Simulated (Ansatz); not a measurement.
# TiTe2 (model cell, started as fluorite): phonons and vibrational spectra

Wanted: phonon frequencies of TiTe2 (model cell, started as fluorite) and what follows from them.

Program: Ansatz 0.2.0. Level of theory: DFT r2SCAN, scalar-relativistic, plane waves, PAW. Results are calculated unless marked as measured.

The structure was built from a prototype and need not be the compound's stable phase.

### Step 1. Set-up

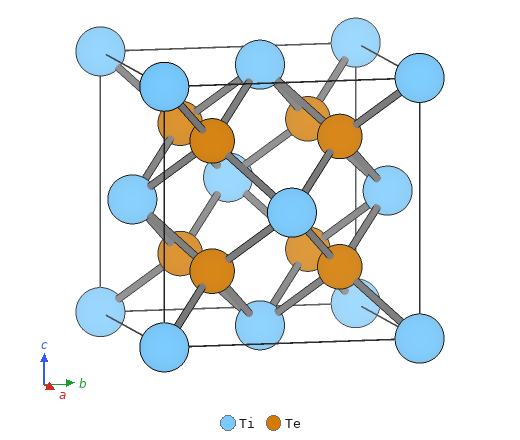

The cell as given, slightly off an axis (titanium blue, tellurium orange). This picture shows the conventional cell, with its axes. Some periodic images of atoms are drawn too.

As a file:

```cif
data_structure
_symmetry_space_group_name_H-M 'Fm-3m'
_symmetry_Int_Tables_number 225
_cell_length_a 6.6960
_cell_length_b 6.6960
_cell_length_c 6.6960
_cell_angle_alpha 90.000
_cell_angle_beta 90.000
_cell_angle_gamma 90.000
_cell_volume 300.22
loop_
_atom_site_label
_atom_site_type_symbol
_atom_site_symmetry_multiplicity
_atom_site_Wyckoff_symbol
_atom_site_fract_x
_atom_site_fract_y
_atom_site_fract_z
_atom_site_occupancy
Ti1 Ti 4 a 0.00000 0.00000 0.00000 1
Te1 Te 8 c 0.25000 0.75000 0.75000 1
```

### Step 2. Bringing the structure to rest

The cell and atoms are relaxed, since residual forces and stress would shift the frequencies.

input.yaml reads:

```yaml
crystal:
  lattice:
    - [0.0, 3.348, 3.348]
    - [3.348, 0.0, 3.348]
    - [3.348, 3.348, 0.0]
  atoms:
    - { symbol: Ti, position: [0.0, 0.0, 0.0] }
    - { symbol: Te, position: [0.25, 0.25, 0.25] }
    - { symbol: Te, position: [0.75, 0.75, 0.75] }
kpoints:
  mp_grid: { grid: [10, 10, 10] }
hamiltonian:
  xc: r2scan
scf:
  occupations: { method: gaussian, width: 0.1 }
output:
  forces: true
  stress: true
  eigenvalues: true
  write_density: true
  write_potential: true
  elf: true
  volumetric_format: npy
relax:
  adjacent_minimum: "off"
  f_tol: 0.005
  max_steps: 80
  cell: { stress_tol: 0.05 }
```

Run with:

```bash
ansatz run input.yaml --threads 4 --pin off --max-ram 7168MiB --backend cpu --events-out ev --progress --plain --runs-dir out
```

Numbers of over 12 decimals in the logs are rounded to 6 here.

Output:

```text
Engine: ansatz 0.2.0, aarch64-unknown-linux-gnu
Pseudopotentials: kind: paw
Pseudopotential: Ti, paw, valence charge 12, recommended cutoff 500 eV (meta_gga), Ti.paw.azcp
Pseudopotential: Te, paw, valence charge 16, recommended cutoff 500 eV (meta_gga), Te.paw.azcp
Functional definition: r2SCAN
  parameter k0 = 0.174
  parameter k1 = 0.065
  parameter a1 = 4.9479
  exchange = r2scan_x(k0 = k0, k1 = k1, a1 = a1)
  correlation = r2scan_c
Crystal: 3 atoms, lattice volume = 75.056 Å³
Basis set: ecut = 500 eV, 1917 PW (Γ), exchange–correlation on 144×144×144 points (64 copies of the dense FFT grid, shifted against one another)
Bands: 27, of which v1, the nominal top of the filled ones, is band 22 counted from 1 (21 counted from 0)
Symmetry: 48 space group operations
Space group: Fm-3m (ITA 225), of the structure as read, at distance tolerance 4.2e-5 Å
k-points: 47 of 1000
Non-local potential: Ti, projectors of the file, l = 0: 3, l = 1: 2, l = 2: 3, l = 3: 1
Non-local potential: Te, projectors of the file, l = 0: 2, l = 1: 2, l = 2: 2, l = 3: 2
PAW form: soft (Blöchl's): semilocal exchange-correlation on the pseudo side does not see the compensation charge
PAW frozen core: Ti, regenerated for the run's functional (the file was generated under x = pbe(κ = 0.804, μ = 0.219515), c = pbe(β = 0.066725))
PAW frozen core: Te, regenerated for the run's functional (the file was generated under x = pbe(κ = 0.804, μ = 0.219515), c = pbe(β = 0.066725))
PAW one-centre angular grid: Ti, 590 points (default); XC on 160 Gauss nodes
PAW one-centre angular grid: Te, 590 points (default); XC on 160 Gauss nodes
Initial density: superposition of atomic densities (neutral atoms: chi_scale 0, normalization atom), corrected by the library's trained network
Initial wavefunctions: pseudopotential atomic-orbital guess
Functional: x = r2scan, c = r2scan; τ floored in thin density (d = 2e-4 eV/Å³)
SCF iter   1: F=—  HF=-16494.969265 eV  |F-HF|=—  |Δ(HF+E_count)|=         —  Δρ=1.56e-2  dr2=3.13e-1  dr2_τ=1.62e-2  ethr=1.77e-3  ⟨swp⟩=5.7  Hψ=5543  notcnv=0
preconditioner: auto → LDOS  [metal: Δε(μ)=0.024 eV  Ē_g=7.191 eV  σ=0.100 eV  W_gap=0.14  n_scr=14 (ndim 8)  ℏωp=17.1 eV  f_vac=0.036  D(μ)=3.99/eV (n_scr^D=26)  β→1.0]
SCF iter   2: F=—  HF=-16495.001689 eV  |F-HF|=—  |Δ(HF+E_count)|=   3.24e-2  Δρ=5.12e-3  dr2=1.03e-2  dr2_τ=5.88e-3  ethr=7.10e-4  ⟨swp⟩=2.4  Hψ=2036  notcnv=0
SCF iter   3: F=—  HF=-16495.007445 eV  |F-HF|=—  |Δ(HF+E_count)|=   5.76e-3  Δρ=2.50e-3  dr2=8.04e-3  dr2_τ=1.05e-4  ethr=2.33e-5  ⟨swp⟩=2.0  Hψ=2538  notcnv=0
SCF iter   4: F=—  HF=-16495.007020 eV  |F-HF|=—  |Δ(HF+E_count)|=   4.25e-4  Δρ=9.52e-4  dr2=1.07e-3  dr2_τ=4.94e-6  ethr=1.83e-5  ⟨swp⟩=1.3  Hψ=1283  notcnv=0
SCF iter   5: F=—  HF=-16495.006915 eV  |F-HF|=—  |Δ(HF+E_count)|=   1.05e-4  Δρ=1.87e-4  dr2=4.35e-5  dr2_τ=7.00e-7  ethr=2.43e-6  ⟨swp⟩=1.7  Hψ=1407  notcnv=0
SCF iter   6: F=—  HF=-16495.006923 eV  |F-HF|=—  |Δ(HF+E_count)|=   7.67e-6  Δρ=5.23e-5  dr2=3.35e-6  dr2_τ=2.47e-8  ethr=9.89e-8  ⟨swp⟩=2.1  Hψ=1594  notcnv=0
SCF iter   7: F=—  HF=-16495.006923 eV  |F-HF|=—  |Δ(HF+E_count)|=   2.00e-7  Δρ=1.05e-5  dr2=1.63e-7  dr2_τ=1.98e-9  ethr=7.61e-9  ⟨swp⟩=2.1  Hψ=1669  notcnv=0
SCF iter   8: F=-16495.006923 eV  HF=-16495.006923 eV  |F-HF|=1.46e-10  |Δ(HF+E_count)|=   7.48e-9  Δρ=1.38e-6  dr2=1.97e-9  dr2_τ=7.52e-11  ethr=2.27e-10  ⟨swp⟩=9.5  Hψ=7816  notcnv=0
SCF 1 converged in 8 iterations: F = -16495.006923 eV  dr2 = 1.97e-9
  greatest PAW one-centre occupation: 1.001 electrons in one spin orbital (limit 2), on the Ti atom at site 0 (counted from 0), in its partial waves of l = 1
relax step   1: F+E_penalty+E_count = -16495.00692313 eV  Δ(F+E_penalty+E_count) = +0.000e0 eV  max|allowed force component| = 1.446e-18 eV/Å  Δτ_max = 0.0000 Å  P = +6.210 GPa  Ω = 75.056 Å³  (8 SCF iters, dr2 threshold 1.00e-7 eV, accepted)
Crystal: 3 atoms, lattice volume = 86.577 Å³
Basis set: ecut = 500 eV, 2133 PW (Γ), exchange–correlation on 144×144×144 points (64 copies of the dense FFT grid, shifted against one another)
Initial density: handed on by an earlier stage of this run
Initial wavefunctions: those handed on with the density
SCF iter   1: F=—  HF=-16494.723722 eV  |F-HF|=—  |Δ(HF+E_count)|=         —  Δρ=2.60e-2  dr2=1.40e0  dr2_τ=3.59e-1  ethr=3.10e-3  ⟨swp⟩=5.7  Hψ=5061  notcnv=0
preconditioner: auto → LDOS  [metal: Δε(μ)=0.035 eV  Ē_g=6.479 eV  σ=0.100 eV  W_gap=0.19  n_scr=14 (ndim 8)  ℏωp=16.0 eV  f_vac=0.070  D(μ)=2.95/eV (n_scr^D=14)  β→1.0]
SCF iter   2: F=—  HF=-16495.056831 eV  |F-HF|=—  |Δ(HF+E_count)|=   3.33e-1  Δρ=1.27e-2  dr2=2.13e-1  dr2_τ=2.99e-2  ethr=3.10e-3  ⟨swp⟩=2.0  Hψ=1825  notcnv=0
SCF iter   3: F=—  HF=-16495.060711 eV  |F-HF|=—  |Δ(HF+E_count)|=   3.88e-3  Δρ=4.69e-3  dr2=3.04e-2  dr2_τ=4.20e-4  ethr=4.84e-4  ⟨swp⟩=2.1  Hψ=1741  notcnv=0
SCF iter   4: F=—  HF=-16495.061203 eV  |F-HF|=—  |Δ(HF+E_count)|=   4.92e-4  Δρ=1.92e-3  dr2=3.78e-3  dr2_τ=2.87e-4  ethr=6.90e-5  ⟨swp⟩=3.0  Hψ=2529  notcnv=0
SCF iter   5: F=—  HF=-16495.060564 eV  |F-HF|=—  |Δ(HF+E_count)|=   6.39e-4  Δρ=8.06e-4  dr2=7.72e-4  dr2_τ=1.57e-5  ethr=8.59e-6  ⟨swp⟩=2.2  Hψ=2272  notcnv=0
SCF iter   6: F=—  HF=-16495.060460 eV  |F-HF|=—  |Δ(HF+E_count)|=   1.04e-4  Δρ=1.65e-4  dr2=3.12e-5  dr2_τ=4.60e-7  ethr=1.75e-6  ⟨swp⟩=1.8  Hψ=1513  notcnv=0
SCF iter   7: F=—  HF=-16495.060460 eV  |F-HF|=—  |Δ(HF+E_count)|=   2.00e-7  Δρ=1.81e-5  dr2=2.20e-7  dr2_τ=7.90e-9  ethr=6.82e-10  ⟨swp⟩=8.9  Hψ=9992  notcnv=0
SCF iter   8: F=-16495.060460 eV  HF=-16495.060461 eV  |F-HF|=1.14e-8  |Δ(HF+E_count)|=   8.59e-8  Δρ=4.86e-6  dr2=1.81e-8  dr2_τ=1.47e-9  ethr=5.01e-10  ⟨swp⟩=6.3  Hψ=8486  notcnv=0
SCF 2 converged in 8 iterations: F = -16495.060460 eV  dr2 = 1.81e-8
  greatest PAW one-centre occupation: 1.000 electrons in one spin orbital (limit 2), on the Ti atom at site 0 (counted from 0), in its partial waves of l = 1
relax step   2: F+E_penalty+E_count = -16495.06046049 eV  Δ(F+E_penalty+E_count) = -5.354e-2 eV  max|allowed force component| = 7.132e-18 eV/Å  Δτ_max = 0.0000 Å  P = -3.448 GPa  Ω = 86.577 Å³  energy of the carried Pulay correction = -2.742e-3 eV  (8 SCF iters, dr2 threshold 3.00e-7 eV, accepted)
Crystal: 3 atoms, lattice volume = 82.080 Å³
Basis set: ecut = 500 eV, 2085 PW (Γ), exchange–correlation on 144×144×144 points (64 copies of the dense FFT grid, shifted against one another)
iter 1 solved again at ethr=4.35e-4 eV; its pass at ethr=3.10e-3 eV (dr2=1.91e-1 eV) is discarded
SCF iter   1: F=—  HF=-16495.072786 eV  |F-HF|=—  |Δ(HF+E_count)|=         —  Δρ=1.00e-2  dr2=1.91e-1  dr2_τ=4.59e-2  ethr=4.35e-4  ⟨swp⟩=1.0  Hψ=6957  notcnv=0
preconditioner: auto → LDOS  [metal: Δε(μ)=0.038 eV  Ē_g=6.472 eV  σ=0.100 eV  W_gap=0.21  n_scr=14 (ndim 8)  ℏωp=16.4 eV  f_vac=0.046  D(μ)=5.79/eV (n_scr^D=58)  β→1.0]
SCF iter   2: F=—  HF=-16495.116363 eV  |F-HF|=—  |Δ(HF+E_count)|=   4.36e-2  Δρ=2.90e-3  dr2=8.04e-3  dr2_τ=2.52e-3  ethr=4.34e-4  ⟨swp⟩=2.0  Hψ=1717  notcnv=0
SCF iter   3: F=—  HF=-16495.118109 eV  |F-HF|=—  |Δ(HF+E_count)|=   1.75e-3  Δρ=1.25e-3  dr2=1.97e-3  dr2_τ=1.29e-5  ethr=1.83e-5  ⟨swp⟩=3.0  Hψ=2305  notcnv=0
SCF iter   4: F=—  HF=-16495.118413 eV  |F-HF|=—  |Δ(HF+E_count)|=   3.04e-4  Δρ=4.17e-4  dr2=1.67e-4  dr2_τ=1.24e-6  ethr=4.48e-6  ⟨swp⟩=2.9  Hψ=2391  notcnv=0
SCF iter   5: F=—  HF=-16495.118331 eV  |F-HF|=—  |Δ(HF+E_count)|=   8.18e-5  Δρ=1.09e-4  dr2=1.60e-5  dr2_τ=2.27e-7  ethr=3.79e-7  ⟨swp⟩=2.0  Hψ=2261  notcnv=0
SCF iter   6: F=—  HF=-16495.118330 eV  |F-HF|=—  |Δ(HF+E_count)|=   1.36e-6  Δρ=2.42e-5  dr2=8.38e-7  dr2_τ=5.19e-9  ethr=3.65e-8  ⟨swp⟩=2.5  Hψ=2302  notcnv=0
SCF iter   7: F=-16495.118330 eV  HF=-16495.118330 eV  |F-HF|=8.24e-9  |Δ(HF+E_count)|=   5.62e-8  Δρ=3.37e-6  dr2=1.40e-8  dr2_τ=1.46e-10  ethr=6.82e-10  ⟨swp⟩=10.3  Hψ=8661  notcnv=0
SCF 3 converged in 7 iterations: F = -16495.118330 eV  dr2 = 1.40e-8
relax step   3: F+E_penalty+E_count = -16495.11832986 eV  Δ(F+E_penalty+E_count) = -5.787e-2 eV  max|allowed force component| = 4.770e-18 eV/Å  Δτ_max = 0.0000 Å  P = -0.484 GPa  Ω = 82.080 Å³  energy of the carried Pulay correction = -1.720e-3 eV  (7 SCF iters, dr2 threshold 3.00e-7 eV, accepted)
[...]
relax step   4: F+E_penalty+E_count = -16495.11945758 eV  Δ(F+E_penalty+E_count) = -1.128e-3 eV  max|allowed force component| = 3.879e-18 eV/Å  Δτ_max = 0.0000 Å  P = +0.039 GPa  Ω = 81.389 Å³  energy of the carried Pulay correction = -1.557e-3 eV  (6 SCF iters, dr2 threshold 3.00e-7 eV, accepted)
[...]
relax step   5: F+E_penalty+E_count = -16495.12133269 eV  Δ(F+E_penalty+E_count) = -1.875e-3 eV  max|allowed force component| = 3.927e-18 eV/Å  Δτ_max = 0.0000 Å  P = +0.054 GPa  Ω = 81.389 Å³  stress off target by 5.43e-2 GPa  SCF on the basis re-selected at this cell (its energy is not comparable with the rows above)  (7 SCF iters)
[...]
relax step   6: F+E_penalty+E_count = -16495.12132710 eV  Δ(F+E_penalty+E_count) = +5.593e-6 eV  max|allowed force component| = 5.517e-18 eV/Å  Δτ_max = 0.0000 Å  P = -0.000 GPa  Ω = 81.460 Å³  energy of the carried Pulay correction = -1.751e-5 eV  (5 SCF iters, dr2 threshold 7.38e-9 eV, accepted)
iter 1 solved again at ethr=1.58e-7 eV; its pass at ethr=3.10e-3 eV (dr2=6.94e-5 eV) is discarded
SCF iter   1: F=—  HF=-16495.121345 eV  |F-HF|=—  |Δ(HF+E_count)|=         —  Δρ=2.66e-6  dr2=5.26e-9  dr2_τ=1.51e-9  ethr=1.58e-7  ⟨swp⟩=2.8  Hψ=8457  notcnv=0
eigensolver tolerance schedule: the retry pair's looser diagonalisation over-reported the residual by 13189.46 of it (diagonalisation noise at 2.04 of the residual, at the tolerance the schedule requests for it); recorded, not acted on — ethr = c·dr2/N_el stays at c = 1.0e-1
preconditioner: auto → LDOS  [metal: Δε(μ)=0.046 eV  Ē_g=6.562 eV  σ=0.100 eV  W_gap=0.25  n_scr=14 (ndim 8)  ℏωp=16.5 eV  f_vac=0.051  D(μ)=5.19/eV (n_scr^D=58)  β→1.0]
SCF iter   2: F=—  HF=-16495.121345 eV  |F-HF|=—  |Δ(HF+E_count)|=   2.18e-7  Δρ=1.33e-6  dr2=1.72e-9  dr2_τ=1.48e-10  ethr=1.20e-11  ⟨swp⟩=3.9  Hψ=3076  notcnv=0
SCF iter   3: F=—  HF=-16495.121345 eV  |F-HF|=—  |Δ(HF+E_count)|=  4.73e-10  Δρ=6.27e-7  dr2=4.83e-10  dr2_τ=1.67e-11  ethr=3.91e-12  ⟨swp⟩=2.0  Hψ=2003  notcnv=0
SCF iter   4: F=—  HF=-16495.121345 eV  |F-HF|=—  |Δ(HF+E_count)|=  1.46e-11  Δρ=3.51e-7  dr2=1.85e-10  dr2_τ=6.18e-12  ethr=1.10e-12  ⟨swp⟩=2.0  Hψ=1651  notcnv=0
SCF iter   5: F=-16495.121345 eV  HF=-16495.121345 eV  |F-HF|=1.09e-11  |Δ(HF+E_count)|=  3.64e-12  Δρ=1.06e-7  dr2=6.02e-12  dr2_τ=1.87e-12  ethr=1.00e-12  ⟨swp⟩=5.5  Hψ=5830  notcnv=0
SCF 7 converged in 5 iterations: F = -16495.121345 eV  dr2 = 6.02e-12
relax step   7: F+E_penalty+E_count = -16495.12134475 eV  Δ(F+E_penalty+E_count) = -1.765e-5 eV  max|allowed force component| = 4.843e-18 eV/Å  Δτ_max = 0.0000 Å  P = -0.000 GPa  Ω = 81.460 Å³  stress off target by 4.97e-4 GPa  SCF on the basis re-selected at this cell (its energy is not comparable with the rows above)  (5 SCF iters)
basis re-selected at this cell: Δ(F+E_penalty+E_count) = -1.765e-5 eV, ΔP = -0.000 GPa vs the last step (what re-selecting the basis moved, of the pressure what is left beyond the Pulay correction that the steps carried, after the strain that the cell walked since its last selection, with what the two solves' SCF thresholds leave and, on support functions, any second-order correction that the steps lacked; it is no m [...]
SCF converged after 5 iterations
Free energy (F): -16495.121345 eV
Harris-Foulkes:  -16495.121345 eV  (|F-HF|=1.09e-11)
Internal energy: -16495.095372 eV  (E = F + TS)
E sigma→0 (E₀):  -16495.108358 eV
Entropy (-TS):   -0.025973 eV (-8.658 meV/atom)
Fermi energy:    10.819056 eV
--- Per-component energies (eV) ---
  E_band       = -705.356793
  E_kinetic    = 632.410356
  E_local      = -3346.362554  (includes V_loc(G=0)·N_el)
  E_nonlocal   = -611.552005
  E_hartree    = 1958.487472
  E_xc         = -323.372533
  E_vxc        = -356.142090  (∫ρ·V_xc dr)
  E_paw        = -10429.947178  (= ΣΔE_a)
  E_vpaw       = -963.350558  (= ΣTr[D̂ρ^β])
  E_aug_tail   = 0.000011  (compensation charges beyond the density's cutoff)
  E_vtau       = 22.665239  (kinetic-family band-sum trace: ∫τ·v_τ [+ j·A + Jᵃ·Aᵃ] dr)
  E_ewald      = -4375.075195
  E_core_change = 0.316254  (= ΣΔE_core)
  E_smearing   = -0.025973  (= −TS)
  E_closure    = 0.000000  (closes the sum)
  Σ components = -16495.121345   (vs F -16495.121345, Δ=0.00e0)
--- Forces (eV/Å), atoms counted from 1 ---
  atom   1  Ti    -0.00000000     0.00000000    -0.00000000
  atom   2  Te     0.00000000    -0.00000000    -0.00000000
  atom   3  Te     0.00000000     0.00000000     0.00000000
  max |Σ_I F_I| component: 3.47e-18 eV/Å
--- Stress (GPa, compression-positive) ---
       -0.000497      -0.000000      -0.000000
       -0.000000      -0.000497      -0.000000
       -0.000000      -0.000000      -0.000497
  P = ⅓ Tr σ = -0.0005 GPa (-0.005 kbar)
--- Band table (eV; the first three rows and the last of 47) ---
  k-point 0: bands = [... 18 lower, 6.1658, 10.3675, 10.3675, 10.3675, 10.7329, 10.7329, 12.8483, 12.8483, ... 1 higher]
  k-point 1: bands = [... 18 lower, 6.3575, 9.8904, 9.8904, 9.9786, 11.0405, 11.0405, 12.4825, 12.7501, ... 1 higher]
  k-point 2: bands = [... 18 lower, 6.8135, 9.1934, 9.2409, 9.2409, 11.1678, 11.1678, 11.9930, 12.7117, ... 1 higher]
  k-point 46: bands = [... 18 lower, 7.1202, 8.2631, 9.4944, 10.9627, 11.2129, 11.7560, 12.0715, 12.0805, ... 1 higher]
--- Relaxed structure (5 steps of the walk, 5 accepted, 2 SCFs on fresh bases) ---
  F+E_penalty+E_count = -16495.12134475 eV   max|allowed force component| = 4.843e-18 eV/Å   (the final SCF, on the basis selected at the relaxed cell)
  cell:  # Å, volume = 81.4601 Å³
    - [0, 3.440633, 3.440633]
    - [3.440633, 0, 3.440633]
    - [3.440633, 3.440633, 0]
  atoms:
    - { symbol: Ti, position: [0, 0, 0] }
    - { symbol: Te, position: [0.25, 0.25, 0.25] }
    - { symbol: Te, position: [0.75, 0.75, 0.75] }
```

Wall time 47 s (4 threads of Arm Neoverse N1, shared host); peak memory 0.68 GiB.

Step by step:

```tsv
step	energy less that of the first step (eV)	largest force component (eV/Å)	pressure (GPa)	volume (Å³)
1	0.0000	0.0000	6.21	75.06
2	-0.0535	0.0000	-3.45	86.58
3	-0.1114	0.0000	-0.48	82.08
4	-0.1125	0.0000	0.04	81.39
5*	-0.1144	0.0000	0.05	81.39
6	-0.1144	0.0000	0.00	81.46
7*	-0.1144	0.0000	0.00	81.46
```

Relaxation steps marked * repeat the geometry before them on a plane-wave basis chosen anew for their cell, so energy and pressure can jump there.

The run keeps the 48 symmetry operations that it works with, so distortions that break them were not tested.

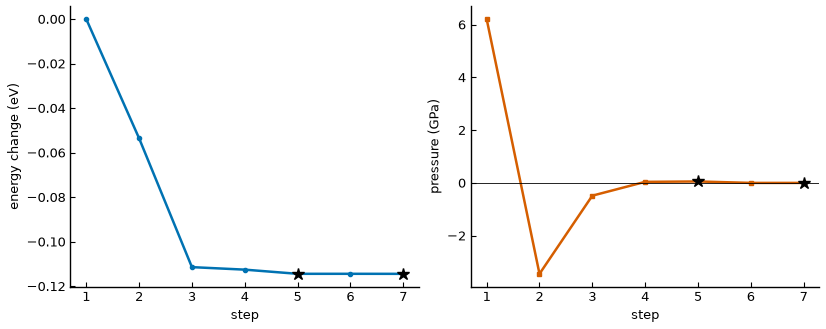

Energy and pressure along the relaxation. Stars mark steps on a basis chosen anew.

```tsv
conventional cell, symmetrised	before	after	change
a (Å)	6.696	6.881	+2.8 %
b (Å)	6.696	6.881	+2.8 %
c (Å)	6.696	6.881	+2.8 %
volume (Å³/atom)	25.02	27.15	+8.5 %
```

Final coordinates:

```xyz
3
Lattice="0.0000 3.4406 3.4406 3.4406 0.0000 3.4406 3.4406 3.4406 0.0000" Properties=species:S:1:pos:R:3 pbc="T T T"
Ti    0.0000    0.0000    0.0000
Te    1.7203    1.7203    1.7203
Te    5.1609    5.1609    5.1609
```

This step gave:

```
pressure          : -4.97e-4 GPa
volume per atom   : 27.15 Å³
gap on the k-mesh : 0 eV
```

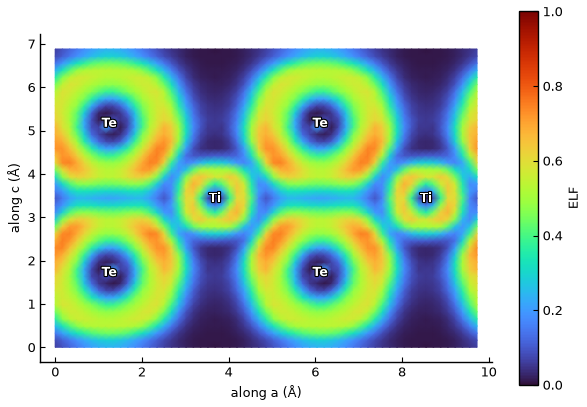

ELF in the ac plane of a cell with a along [110], b along [-110] and c along [001] of the cube at fractional y = 0.000, with atoms of Ti and Te within 0.2 Å of it. It is the smooth field of the valence electrons, not physical close to the nuclei. The map starts off the cell's origin, so that atoms lie inside it.

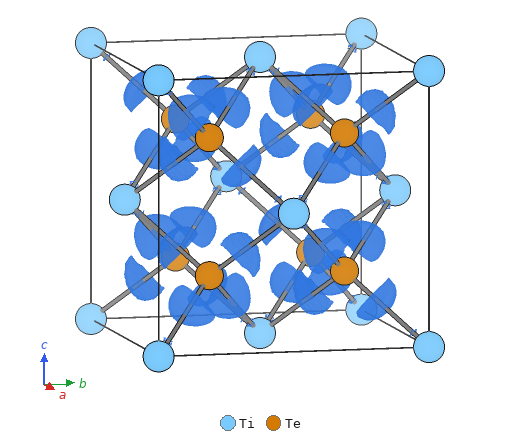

Surface of ELF = 0.67.

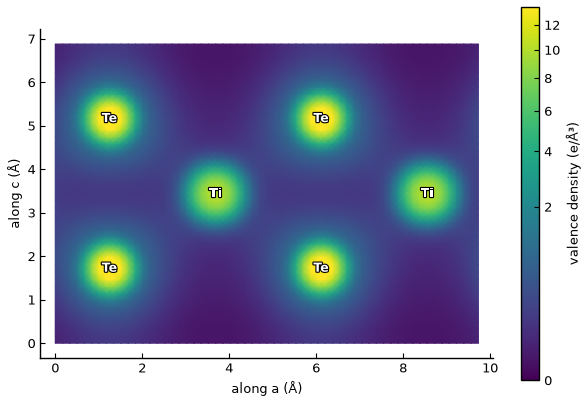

Valence density in the ac plane of a cell with a along [110], b along [-110] and c along [001] of the cube at fractional y = 0.000, with atoms of Ti and Te within 0.2 Å of it. It is the smooth field of the valence electrons, not physical close to the nuclei. The map starts off the cell's origin, so that atoms lie inside it. The colour scale is stretched toward low values.

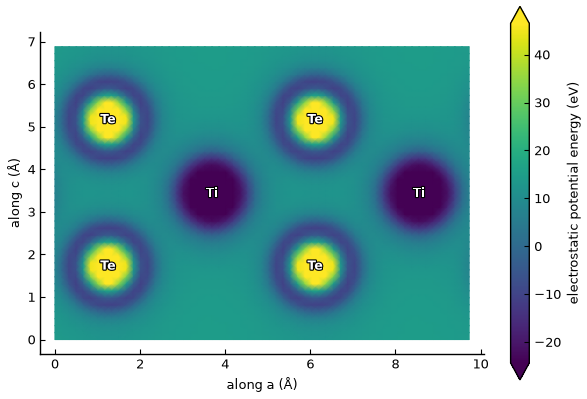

Electrostatic potential energy in the ac plane of a cell with a along [110], b along [-110] and c along [001] of the cube at fractional y = 0.000, with atoms of Ti and Te within 0.2 Å of it. With pseudopotentials it is smooth inside the atoms' cores, unlike the true potential. The map starts off the cell's origin, so that atoms lie inside it.

In this step the volume went from 25.02 to 27.15 Å³/atom.

(Continued in part 2 of 2.)

[Logs are printed without paths, hosts, clocks, repeated set-up lines and the standing remarks that a program may print on its own settings, such as how far it seeks lower states.]

[Hosts, paths, dates, database ids (printed as entryN), source tags and the programs' standing remarks are cut or masked in the printed files.]
